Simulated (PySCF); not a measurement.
C10H14, SMILES CC(C)Cc1ccccc1 at its GFN2-xTB optimised geometry (Å):

```
24

C     -1.7583    -3.0100    -1.3916
C     -1.1210    -1.6237    -1.4356
C     -1.8465    -0.7354    -2.4418
C     -1.1380    -0.9886    -0.0343
C     -0.3831     0.3084     0.0000
C     -1.0477     1.5278     0.0031
C     -0.3422     2.7186     0.0041
C      1.0416     2.7061     0.0009
C      1.7150     1.4961     0.0000
C      1.0069     0.3084     0.0000
H     -1.7365    -3.4705    -2.3769
H     -2.7954    -2.9405    -1.0693
H     -1.2268    -3.6589    -0.6988
H     -0.0772    -1.7265    -1.7528
H     -1.3847     0.2482    -2.4879
H     -1.8117    -1.1788    -3.4346
H     -2.8901    -0.6144    -2.1576
H     -0.6848    -1.6892     0.6716
H     -2.1745    -0.8249     0.2680
H     -2.1285     1.5455     0.0063
H     -0.8746     3.6589     0.0072
H      1.5934     3.6347     0.0015
H      2.7954     1.4790     0.0013
H      1.5379    -0.6334     0.0041
```

Method: PBE/def2-SVP (PySCF 2.14.0).

Map of the deformation density (molecule minus spherical neutral atoms) (e/bohr³) on the plane z = 0.8 Å:

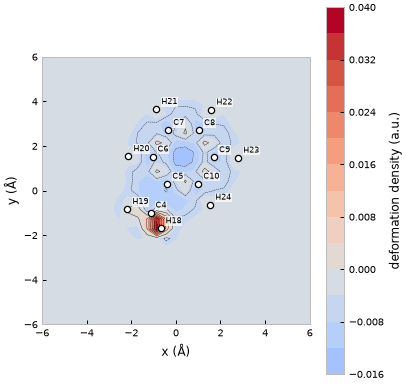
Figure. Deformation density (molecule minus spherical neutral atoms) (e/bohr³) on the plane z = 0.8 Å.
